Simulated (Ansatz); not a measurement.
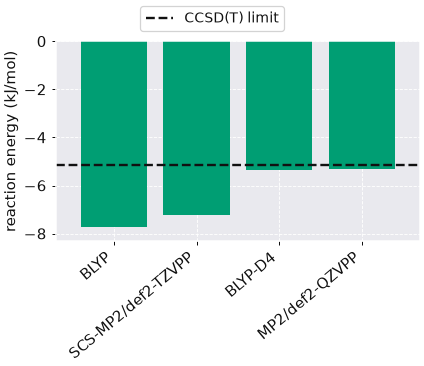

Electronic reaction energy of BH₂SCl (SBCl) + HCl (Cl) → BHCl₂ (ClBCl) + H₂S (S) (SMILES in brackets) at several levels (functionals in def2-TZVPP unless a basis is named), isolated molecules at PBE0-D4 triple-zeta geometries, minima by their frequencies, no zero-point or thermal terms, the Ansatz code. The line is frozen-core CCSD(T) at the basis limit (scheme: direct). No dispersion term is added to BLYP. The distance of SCS-MP2/def2-TZVPP and MP2/def2-QZVPP to the limit includes basis error.

Which level comes closest to the line (CCSD(T) limit), and which misses most?

Answer. Closest MP2/def2-QZVPP (−5.3 kJ/mol), against −5.2 kJ/mol; farthest BLYP (−7.7 kJ/mol).

Give the values.

Answer.
| level | kJ/mol | less CCSD(T) limit |
| --- | --- | --- |
| BLYP | −7.7 | −2.5 |
| SCS-MP2/def2-TZVPP | −7.2 | −2.0 |
| BLYP-D4 | −5.4 | −0.2 |
| MP2/def2-QZVPP | −5.3 | −0.1 |
| CCSD(T) limit | −5.2 | 0.0 |
